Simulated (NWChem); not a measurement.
# C3H9BS (SMILES CSB(C)C): levels of theory compared

We compute a comparison of 3 runs (HF/def2-SVP, r2SCAN/6-31G*, PBE0/def2-SVP) of C3H9BS. 

The calculation is run with NWChem 7.3.0.

### Step 1. The system as given

C3H9BS has 14 atoms, charge 0, and is taken as a singlet. As SMILES, `CSB(C)C`. The shape is that of a PBE0-D4/def2-TZVP optimisation.

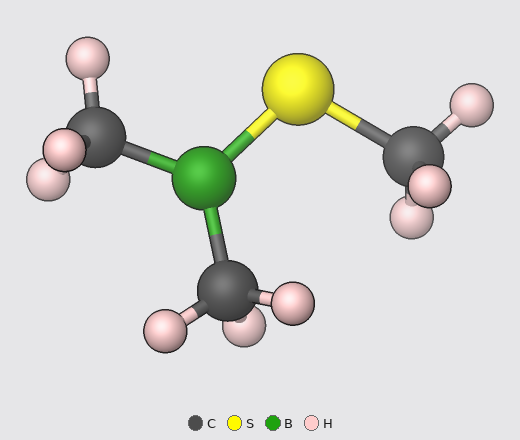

Viewed from a chosen angle; carbon dark grey, sulfur yellow, boron green, hydrogen pink.

### Step 2. Energy and gradient at HF/def2-SVP (run 1)

c3h9bs.xyz reads:

```xyz
14

C     -1.719200     0.141600     1.566500
S     -0.630900     1.295000     0.700800
B      0.404000     0.292300    -0.354400
C      0.296200    -1.273100    -0.393400
C      1.452400     1.071900    -1.222700
H     -2.385800    -0.363300     0.868000
H     -2.317500     0.723000     2.267200
H     -1.142200    -0.597100     2.121400
H     -0.734300    -1.638200    -0.404700
H      0.753500    -1.689000     0.513500
H      0.825700    -1.706200    -1.245100
H      1.477300     2.151200    -1.062200
H      2.457100     0.672900    -1.041200
H      1.250700     0.889700    -2.285000
```

c3h9bs.nw reads:

```
start c3h9bs
memory stack 880 mb heap 220 mb global 1100 mb
charge 0

geometry noautosym nocenter noautoz
  load format xyz c3h9bs.xyz
end

basis spherical bse
  * library def2-SVP
end

scf
  singlet
  rhf
  thresh 1e-08
  maxiter 80
end

task scf gradient
```

The run is started by

```bash
$ nwchem c3h9bs.nw > c3h9bs.out
```

Output:

```text
[...]
  functions       =   119
[...]
  wavefunction    = RHF
[...]
         Total SCF energy =   -540.875394358014
      One-electron energy =  -1165.756030339070
      Two-electron energy =    411.421790823622
 Nuclear repulsion energy =    213.458845157435
        Time for solution =     22.6s
[...]
                         RHF ENERGY GRADIENTS
    atom               coordinates                        gradient
                 x          y          z           x          y          z
   1 C      -3.248817   0.267585   2.960256    0.003682   0.002384  -0.002923
   2 S      -1.192228   2.447195   1.324320    0.003643  -0.007895  -0.004332
   3 B       0.763449   0.552367  -0.669719   -0.000835  -0.000952   0.001078
   4 C       0.559737  -2.405810  -0.743418    0.000113   0.010544   0.000353
   5 C       2.744638   2.025597  -2.310568   -0.007529  -0.002976   0.006537
   6 H      -4.508508  -0.686537   1.640282   -0.000160  -0.000436  -0.001655
   7 H      -4.379440   1.366272   4.284387   -0.000414   0.001106   0.000552
   8 H      -2.158445  -1.128355   4.008865    0.001506  -0.000707   0.000038
   9 H      -1.387626  -3.095749  -0.764772   -0.001126  -0.000426   0.001029
  10 H       1.423909  -3.191747   0.970374   -0.000273  -0.000672   0.000507
  11 H       1.560347  -3.224250  -2.352898    0.000459   0.000013  -0.000251
[...]
```

Run time: 29 s. Hardware: 1 thread of Intel Xeon Platinum 8488C (Sapphire Rapids), shared host; peak memory 0.11 GiB.

### Step 3. Energy and forces at r2SCAN/6-31G(d) (spherical functions) (run 2)

nw.nw reads:

```
start nw
title "C3H9BS"
memory stack 880 mb heap 220 mb global 1100 mb

geometry units angstrom noautosym nocenter noautoz
  C       -1.719200       0.141600       1.566500
  S       -0.630900       1.295000       0.700800
  B        0.404000       0.292300      -0.354400
  C        0.296200      -1.273100      -0.393400
  C        1.452400       1.071900      -1.222700
  H       -2.385800      -0.363300       0.868000
  H       -2.317500       0.723000       2.267200
  H       -1.142200      -0.597100       2.121400
  H       -0.734300      -1.638200      -0.404700
  H        0.753500      -1.689000       0.513500
  H        0.825700      -1.706200      -1.245100
  H        1.477300       2.151200      -1.062200
  H        2.457100       0.672900      -1.041200
  H        1.250700       0.889700      -2.285000
end

basis spherical bse
  * library 6-31G*
end

dft
  xc r2scan
  grid fine
  convergence energy 1e-08
  maxiter 100
  mulliken
end

task dft gradient
```

The run is started by

```bash
$ nwchem nw.nw > nw.out
```

Output:

```text
[...]
          Wavefunction type:  closed shell.
          No. of atoms     :    14
          No. of electrons :    48
[...]
          Charge           :     0
          Spin multiplicity:     1
[...]
          AO basis - number of functions:    92
[...]
              XC Information
              --------------
                      r^2SCAN Method XC Functional
               r^2SCAN metaGGA Exchange Functional  1.000
                     r^2SCAN Correlation Potential  1.000
[...]
 d= 0,ls=0.0,diis     1   -542.6268012364 -7.56D+02  8.46D-03  3.56D-01     4.1
[...]
 d= 0,ls=0.0,diis    10   -542.6710197453 -3.39D-10  9.66D-08  1.40D-10    36.6
         Total DFT energy =     -542.671019745283
      One electron energy =    -1166.777654661964
           Coulomb energy =      459.982984101176
    Exchange-Corr. energy =      -49.335194341930
 Nuclear repulsion energy =      213.458845157434
[...]
      Total Density - Mulliken Population Analysis
     ---------------------------------------------
    Atom       Charge   Shell Charges
 -----------   ------   -------------------------------------------------------
    1 C    6     6.68   2.00  0.67  2.08  0.74  1.16  0.03
    2 S   16    15.98   2.00  2.00  5.97  1.32  3.05  0.52  1.06  0.06
    3 B    5     4.68   2.00  0.56  1.40  0.31  0.35  0.06
    4 C    6     6.70   2.00  0.66  2.12  0.70  1.20  0.02
    5 C    6     6.71   2.00  0.66  2.12  0.70  1.20  0.02
    6 H    1     0.79   0.52  0.27
    7 H    1     0.78   0.52  0.27
    8 H    1     0.79   0.52  0.27
    9 H    1     0.82   0.52  0.30
   10 H    1     0.81   0.51  0.30
[...]
  wavefunction    = closed shell
                         DFT ENERGY GRADIENTS
    atom               coordinates                        gradient
                 x          y          z           x          y          z
   1 C      -3.248817   0.267585   2.960256    0.002596   0.002294  -0.002061
   2 S      -1.192228   2.447195   1.324320   -0.001597  -0.009134   0.000294
   3 B       0.763449   0.552367  -0.669719   -0.001326   0.001013   0.001721
   4 C       0.559737  -2.405810  -0.743418    0.000029  -0.000014  -0.000114
   5 C       2.744638   2.025597  -2.310568    0.000042  -0.000026  -0.000106
   6 H      -4.508508  -0.686537   1.640282    0.002175   0.001886   0.001501
   7 H      -4.379440   1.366272   4.284387    0.001802  -0.000979  -0.001974
   8 H      -2.158445  -1.128355   4.008865   -0.001160   0.002554  -0.001748
   9 H      -1.387626  -3.095749  -0.764772    0.002785   0.001413   0.000065
  10 H       1.423909  -3.191747   0.970374   -0.001024   0.001405  -0.002337
  11 H       1.560347  -3.224250  -2.352898   -0.001499   0.001421   0.002354
[...]
```

Wall time 47 s (1 thread of Intel Xeon Platinum 8488C (Sapphire Rapids), shared host); peak memory 0.13 GiB.

### Step 4. Energy and gradient at PBE0/def2-SVP (run 3)

run.xyz reads:

```xyz
14
C3H9BS
C     -1.719200     0.141600     1.566500
S     -0.630900     1.295000     0.700800
B      0.404000     0.292300    -0.354400
C      0.296200    -1.273100    -0.393400
C      1.452400     1.071900    -1.222700
H     -2.385800    -0.363300     0.868000
H     -2.317500     0.723000     2.267200
H     -1.142200    -0.597100     2.121400
H     -0.734300    -1.638200    -0.404700
H      0.753500    -1.689000     0.513500
H      0.825700    -1.706200    -1.245100
H      1.477300     2.151200    -1.062200
H      2.457100     0.672900    -1.041200
H      1.250700     0.889700    -2.285000
```

run.py reads:

```python
from ase.io import read
from ase.calculators.nwchem import NWChem

molecule = read('run.xyz')

calc = NWChem(
    label='run',
    theory='dft',
    memory='2200 mb',
    basis='def2-SVP',
    basispar='spherical bse',
    dft={'xc': 'pbe0', 'mult': '1', 'grid': 'fine', 'convergence': 'energy 1e-08', 'iterations': '100', 'mulliken': None},
)
molecule.calc = calc

forces = molecule.get_forces()
e = molecule.get_potential_energy()
print(f"E = {e:.6f} eV")
print("forces (eV/A):")
for s, f in zip(molecule.symbols, forces):
    print(f"{s:2s} {f[0]:10.5f} {f[1]:10.5f} {f[2]:10.5f}")
print("dipole (e A):", molecule.get_dipole_moment().round(4))
```

The run is started by

```bash
$ export ASE_NWCHEM_COMMAND="nwchem PREFIX.nwi > PREFIX.nwo"
$ python run.py
```

Output:

```text
E = -14755.940570 eV
forces (eV/A):
C     0.10711    0.12598   -0.07796
S     0.01985    0.20271    0.00869
B     0.01527   -0.00807   -0.01692
C     0.00087    0.12269   -0.01969
C    -0.08767   -0.02520    0.08711
H    -0.20764   -0.16167   -0.18445
H    -0.17170    0.14635    0.19648
H     0.14439   -0.22451    0.17309
H    -0.26601   -0.09256   -0.00920
H     0.11642   -0.09158    0.22898
H     0.13786   -0.11678   -0.21777
H     0.00674    0.28735    0.04165
H     0.24353   -0.10865    0.05060
H    -0.05898   -0.05600   -0.26056
dipole (e A): [-0.0907 -0.2935  0.0661]
```

The calculator wrote run.nwi:

```
title "run"

permanent_dir run

scratch_dir run

start run

geometry units angstrom nocenter noautosym noautoz
  C  -1.7192000000000001e+00 1.4160000000000000e-01 1.5665000000000000e+00
  S  -6.3090000000000002e-01 1.2949999999999999e+00 7.0079999999999998e-01
  B  4.0400000000000003e-01 2.9230000000000000e-01 -3.5439999999999999e-01
  C  2.9620000000000002e-01 -1.2730999999999999e+00 -3.9340000000000003e-01
  C  1.4523999999999999e+00 1.0719000000000001e+00 -1.2226999999999999e+00
  H  -2.3858000000000001e+00 -3.6330000000000001e-01 8.6799999999999999e-01
  H  -2.3174999999999999e+00 7.2299999999999998e-01 2.2671999999999999e+00
  H  -1.1422000000000001e+00 -5.9709999999999996e-01 2.1214000000000000e+00
  H  -7.3429999999999995e-01 -1.6382000000000001e+00 -4.0470000000000000e-01
  H  7.5349999999999995e-01 -1.6890000000000001e+00 5.1349999999999996e-01
  H  8.2569999999999999e-01 -1.7061999999999999e+00 -1.2451000000000001e+00
  H  1.4773000000000001e+00 2.1511999999999998e+00 -1.0622000000000000e+00
  H  2.4571000000000001e+00 6.7290000000000005e-01 -1.0411999999999999e+00
  H  1.2506999999999999e+00 8.8970000000000005e-01 -2.2850000000000001e+00
end

memory 2200 mb

basis spherical bse noprint
   * library def2-SVP
end

dft
  xc pbe0
  mult 1
  grid fine
  convergence energy 1e-08
  iterations 100
  mulliken
end

task dft gradient
```

run.nwo:

```text
Northwest Computational Chemistry Package (NWChem) 7.3.0
             --------------------------------------------------------

           Job information
           ---------------

    nwchem branch   = 7.3.0
    use scalapack   = T
    input           = run.nwi
    prefix          = run.
    data base       = run/run.db
    status          = startup
    nproc           =        1

           Memory information
           ------------------

    heap     =     72089596 doubles =      550.0 Mbytes
    stack    =     72089601 doubles =      550.0 Mbytes
    global   =    144179200 doubles =     1100.0 Mbytes (distinct from heap & stack)
    total    =    288358397 doubles =     2200.0 Mbytes
    verify   = yes
    hardfail = no

           Directory information
           ---------------------

  0 permanent = run
  0 scratch   = run

                                NWChem Input Module
                                -------------------

                                        run
                                        ---

[... 105 lines left out ...]
  convergence criterion.
[... 17 lines left out ...]
          Convergence on gradient requested:  5.00D-04
[... 26 lines left out ...]
          Convergence aids based upon iterative change in
[... 28 lines left out ...]
 1-e energy   =   -1160.877947
[... 41 lines left out ...]
         Total DFT energy =     -542.270818440341
[... 2 lines left out ...]
    Exchange-Corr. energy =      -49.072850044178
[... 904 lines left out ...]
          Convergence on energy requested:  1.00D-08
[... 24 lines left out ...]
          Spatial weights used:  Erf1
[... 4 lines left out ...]
          total energy or number of iterations.
[... 18 lines left out ...]
                            NWChem DFT Gradient Module
                            --------------------------

                                        run

  charge          =   0.00
  wavefunction    = closed shell

                         DFT ENERGY GRADIENTS

    atom               coordinates                        gradient
                 x          y          z           x          y          z
   1 C      -3.248817   0.267585   2.960256   -0.002083  -0.002450   0.001516
   2 S      -1.192228   2.447195   1.324320   -0.000386  -0.003942  -0.000169
   3 B       0.763449   0.552367  -0.669719   -0.000297   0.000157   0.000329
[... 10 lines of this table left out ...]
  14 H       2.363480   1.681289  -4.318024    0.001147   0.001089   0.005067

                 ----------------------------------------
                 |  Time  |  1-e(secs)   |  2-e(secs)   |
                 ----------------------------------------
                 |  CPU   |       0.01   |       4.25   |
                 ----------------------------------------
                 |  WALL  |       0.01   |       4.25   |
                 ----------------------------------------

 Task  times  cpu:       42.9s     wall:       42.9s
 Total times  cpu:       42.9s     wall:       42.9s
```

Wall time 44 s (1 thread of Intel Xeon Platinum 8488C (Sapphire Rapids), shared host); peak memory 0.14 GiB.

### Step 5. All runs side by side

```csv
run,level,iteration cap,module,energy (Eh),dipole moment (D),HOMO energy (eV),LUMO energy (eV),wall time
1,HF/def2-SVP,80,scf,-540.875394,1.61,-9.84,3.71,29 s
2,r2SCAN/6-31G* (spherical functions),100,dft,-542.671020,1.66,-6.20,-0.56,47 s
3,PBE0/def2-SVP,100,dft,-542.270818,1.51,-7.16,-0.01,44 s
```

### Step 6. Results

| quantity | value |
| --- | --- |
| run 3: total energy | -542.27082 Eh |
| run 3: dipole moment | 1.51 D |
| run 3: HOMO energy | -7.16 eV |
| run 3: LUMO energy | -0.01 eV |
| run 3: HOMO–LUMO gap | 7.15 eV |
| run 3: largest force on an atom | 0.321 eV/Å |

The dipole moment (its size) runs from 1.51 D (PBE0/def2-SVP) to 1.66 D (r2SCAN/6-31G*). The two ends differ in method and basis. The HOMO–LUMO gap runs from 5.63 eV (r2SCAN/6-31G*) to 13.55 eV (HF/def2-SVP). Totals of different functionals can't be ranked against each other. All runs together took 2 min, the longest 47 s.
